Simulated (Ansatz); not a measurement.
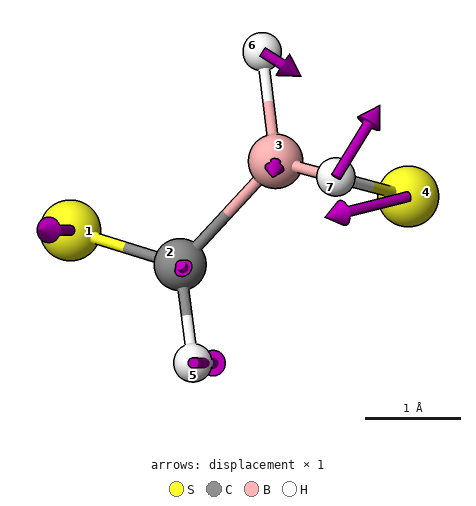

A relaxation of CH₃BS₂ (coarse preliminary run). The starting structure is drawn; purple arrows show the displacements, at their true length. The two geometries are superimposed by the best rigid fit.

Style: ball-and-stick. Shown from a free direction.

The start comes from a force field.

Theory: Ansatz 0.2.0, RKS PBE-D4/def2-SVP. (force threshold 0.03 eV/Å; at most 200 steps)

What did the optimiser do to the structure, and how much energy did it gain?

After 21 accepted moves (24 points after the start) the energy has fallen by 38.1 kcal/mol. The largest force component goes from 8.8 to 0.0094 eV/Å. The line search rejected the trial steps at points 10, 17, 19 of the run. The atom that moves furthest after the best rigid fit is S4 (1.09 Å). Largest moves by element: S 1.09 Å, H 1.06 Å, B 0.23 Å, C 0.22 Å. Some distances before and after: S1–C2 1.481 → 1.641 Å, B3–S4 1.882 → 1.797 Å, C2–H5 1.097 → 1.112 Å, B3–H6 1.207 → 1.214 Å. Bond angles that change, for instance: S1–C2–B3 120.5° → 110.6°, B3–C2–H5 119.3° → 127.5°, S4–B3–H6 116.5° → 120.0°. Groups turn about B3–S4 by about 85°, C2–B3 by about 75°.
